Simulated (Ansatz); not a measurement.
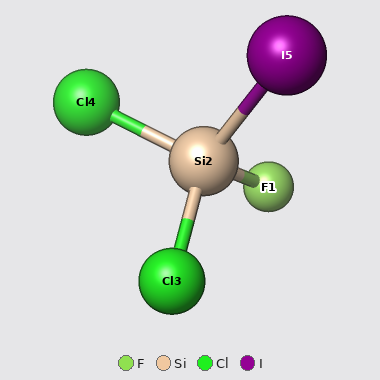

The system is Cl₂FISi (SMILES F[Si](Cl)(Cl)I) with the probe Br-; the picture shows it without the atoms that are moved over the map. The probe is moved over the molecule's main plane. The first coordinate is: x of the probe's Br atom; the second: y of the probe's Br atom. Nothing is relaxed (molecule and probe rigid). Grid: 11 × 11 points; 48 points were computed and 43 follow by symmetry. At 30 points there is no value (left out of the scan, as a rule where atoms come close). Points are written as (first, second). Energies are in kJ/mol, from molecule and probe far apart, each relaxed in its own basis (no counterpoise correction). Theory: RHF/def2-SVPD (Ansatz 0.2.0).

Range: x of the probe's Br atom from −5 to 5 Å; y of the probe's Br atom from −5 to 5 Å.

**Predict the map.**

The lowest grid point is at (5 Å, −3 Å), −19 kJ/mol from molecule and probe far apart, each relaxed in its own basis (no counterpoise correction). It lies at the edge of the scanned range, so the true minimum may lie outside. The energy also falls towards the edge at (−3 Å, −5 Å) [nearest 1 Cl at 3.96 Å] (10 kJ/mol above the lowest) and (−3 Å, 5 Å) [nearest 1 Cl at 3.96 Å] (10 kJ/mol above the lowest), where a further well may lie outside the range. The highest grid point, (−2 Å, 0 Å) [nearest 1 Si at 1.93 Å], lies 1565 kJ/mol above the lowest.

```
y of the probe's Br atom ↓, x of the probe's Br atom →  −5  −4   −3    −2   −1     0     1   2    3    4    5
                                                     5  −4  −7   −9    −7   −3    −4    −8  −9   −9   −8   −7
                                                     4  −5  −8    5    87  192   120    17  −8  −11  −13  −12
                                                     3  −6   0  139   970    –  1277   238  75   45   −3  −19
                                                     2  −6  18  450     –    –     –  1069   –  776  156  −17
                                                     1  −6  15  414     –    –     –     –   –    –    –   15
                                                     0  −7   4  207  1546    –     –     –   –    –    –   44
                                                    −1  −6  15  414     –    –     –     –   –    –    –   15
                                                    −2  −6  18  450     –    –     –  1069   –  776  156  −17
                                                    −3  −6   0  139   970    –  1277   238  75   45   −3  −19
                                                    −4  −5  −8    5    87  192   120    17  −8  −11  −13  −12
                                                    −5  −4  −7   −9    −7   −3    −4    −8  −9   −9   −8   −7
```

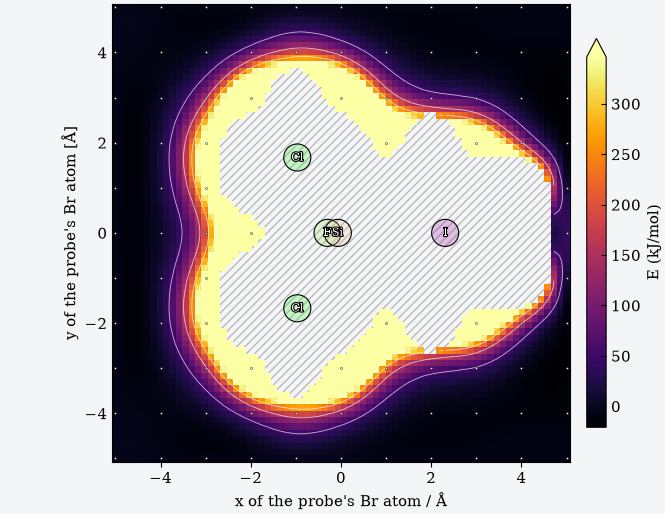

The picture shows a smooth colour map with a few white contour lines, dots at the grid points, labelled circles for the molecule's atoms, projected on the plane, one colour for all values above the top of the scale, hatched blanks where no value was computed. Between grid points the surface is interpolated.

The whole map (48 points run) took 26 min on 1 thread of Arm Neoverse N1, with other jobs on the host.
